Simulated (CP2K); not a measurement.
Band structure of K3Cd (Fm-3m, 4 atoms in the cell).

```xyz
4
Lattice="6.5200 0.0000 0.0000 3.2600 5.6465 0.0000 3.2600 1.8822 5.3236" Properties=species:S:1:pos:R:3 pbc="T T T"
K      3.2600     1.8822     1.3309
K      9.7800     5.6465     3.9927
K      6.5200     3.7643     2.6618
Cd     0.0000     0.0000     0.0000
```

Level of theory: LDA (Pade form), GPW, DZVP-MOLOPT-SR-GTH basis, GTH-PADE potentials (GTH_POTENTIALS) (CP2K).

Settings: CUTOFF = 500 Ry; REL_CUTOFF = 40 Ry; SMEAR/METHOD = GAUSSIAN; SIGMA = 0.05 eV; KPOINTS/SCHEME = MONKHORST-PACK 4 4 4; GAMMA_CENTERED = T; XC_FUNCTIONAL = PADE; K/BASIS_SET = DZVP-MOLOPT-SR-GTH-q9; K/POTENTIAL = GTH-PADE-q9; Cd/BASIS_SET = DZVP-MOLOPT-SR-GTH-q12; Cd/POTENTIAL = GTH-PADE-q12; METHOD = GPW; EPS_DEFAULT = 1e-11; EXTRAPOLATION = USE_GUESS.

The starting cell comes from a database of computed structures (which also holds hypothetical and non-ambient phases and stackings), without a prior relaxation at this level. Values carry the incompleteness of an atom-centred basis.

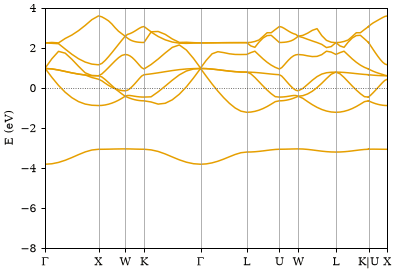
Figure. Bands along the path, energies from the Fermi level.

Levels in eV from the Fermi level, bands 16 to 21:
| point | 16 | 17 | 18 | 19 | 20 | 21 |
|---|---|---|---|---|---|---|
| Γ | -8.27 | -8.27 | -3.82 | 0.97 | 0.97 | 0.97 |
| X | -8.27 | -8.27 | -3.07 | -0.89 | 0.43 | 0.60 |
| W | -8.27 | -8.27 | -3.05 | -0.42 | -0.42 | -0.15 |
| K | -8.27 | -8.27 | -3.07 | -0.65 | -0.46 | 0.65 |
| L | -8.27 | -8.27 | -3.21 | -1.22 | 0.78 | 0.78 |
| U | -8.27 | -8.27 | -3.07 | -0.65 | -0.46 | 0.65 |

Bands cross the Fermi level along this path, so the cell is metallic at this level.

Higher empty bands are left out: an atom-centred basis made for the valence describes them poorly.
